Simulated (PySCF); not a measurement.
C5H7ClN2Si

| atom | x (Å) | y (Å) | z (Å) |
| --- | --- | --- | --- |
| C | 1.7529 | -1.3480 | -0.6702 |
| N | 1.6420 | -0.1318 | -0.9482 |
| C | 1.3351 | 0.8173 | 0.0708 |
| Si | -0.3991 | 1.5494 | -0.2848 |
| Cl | -0.8637 | 2.8383 | 1.2023 |
| C | -1.7299 | 0.1989 | -0.3455 |
| C | -1.8808 | -0.8096 | 0.5168 |
| C | -1.0370 | -1.0312 | 1.6225 |
| N | -0.3630 | -1.2445 | 2.5259 |
| H | 1.6490 | -1.7637 | 0.3378 |
| H | 1.9697 | -2.0391 | -1.4713 |
| H | 2.0669 | 1.6252 | -0.0073 |
| H | 1.3945 | 0.3932 | 1.0850 |
| H | -0.4216 | 2.2355 | -1.5732 |
| H | -2.4443 | 0.2580 | -1.1571 |
| H | -2.6785 | -1.5390 | 0.4204 |

Geometry: GFN2-xTB.

Level of theory: PBE0/pcSseg-1, SCF density, gas phase, non-relativistic in PySCF 2.14.0.

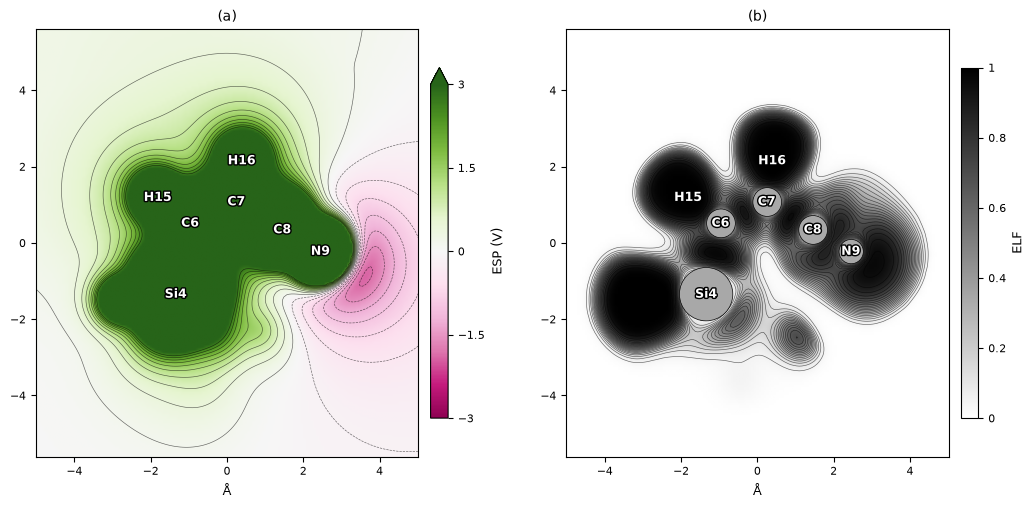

Figure 1. (a) electrostatic potential; (b) electron localisation function on the plane of atoms C6, C7 and C8. Grey discs cover the atomic cores in the ELF map.

**Read the bonding off the picture.**

- Atoms in the plane: Si, C, N and H.
- C–N (1.15 Å): the ELF peaks at about 0.85 between the atoms; a multiple bond.
- C–C (1.34 Å): the ELF peaks at about 0.90 between the atoms: a multiple bond.
- C–Si (1.90 Å): the ELF peaks at about 1 between the atoms; a covalent bond.
- C–H (1.08 Å): the ELF climbs to about 1 towards the hydrogen, as it does in any bond to H (an ordinary covalent bond to hydrogen).
- C–C (1.41 Å): the ELF peaks at about 0.95 between the atoms; a covalent bond.
- The ELF also peaks beside N9, away from the bonds: lone-pair regions.
- Outside the dense part of the molecule the potential is most negative (−1.9 V) near N9.

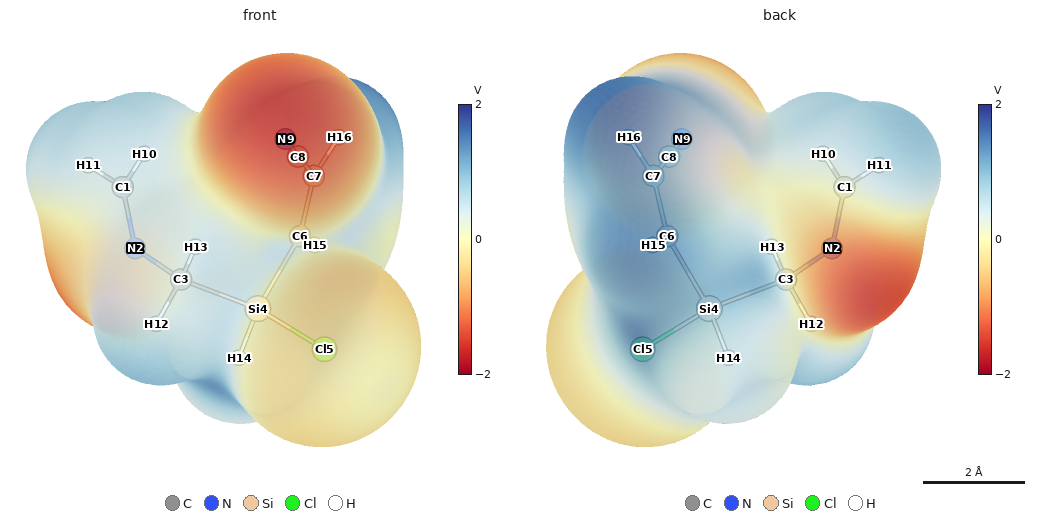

Figure 2. The molecular electrostatic potential painted on the density surface at 0.002 e/bohr³, seen from the front and from behind; the colour scale runs from red (negative) to blue (positive).

**Describe the electrostatic potential map.**

The most negative region (about −1.6 V) lies over N2 and N9, the most positive (about +1.6 V) over H16.

**What dipole moment does the calculation give?**

Its dipole moment is 2.97 D.
